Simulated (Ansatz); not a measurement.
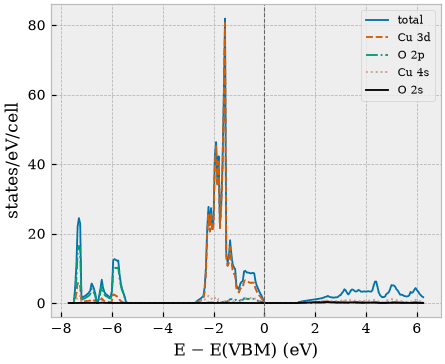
*Total and projected density of states of Cu$_{2}$O in space group Fd-3m (No. 227; O on 8b, Cu on 16d), r²SCAN (plane waves, PAW; program Ansatz)*

Task: Which orbitals carry the states next to the gap?

Result: Top 1 eV of the valence band: Cu 3d 69 %, Cu 4s 16 %, O 2p 14 %. Bottom 1 eV of the conduction band: Cu 4s 37 %, Cu 3d 31 %, O 2s 17 %, O 2p 7 %, outside the projected shells 9 %. Projections are on Löwdin-orthogonalised atomic valence shells; empty p or d shells of many metals are not among them.

Task: Where is the tallest occupied peak in this window, and what makes it?

Result: Near -1.5 eV, about 82 states/eV per cell; the largest projected share is Cu 3d.

The start of the workflow was typed in or built on a structure type; neither database checked (COD, Materials Project) lists it. It is not the phase usual at ambient conditions (space group No. 224). Symmetry was held in the r²SCAN relaxation; its stability against distortions is not shown here. The workflow began spin-polarised and lost its moments. No Hubbard U is applied.

Potentials: the later of the program's two PAW sets.
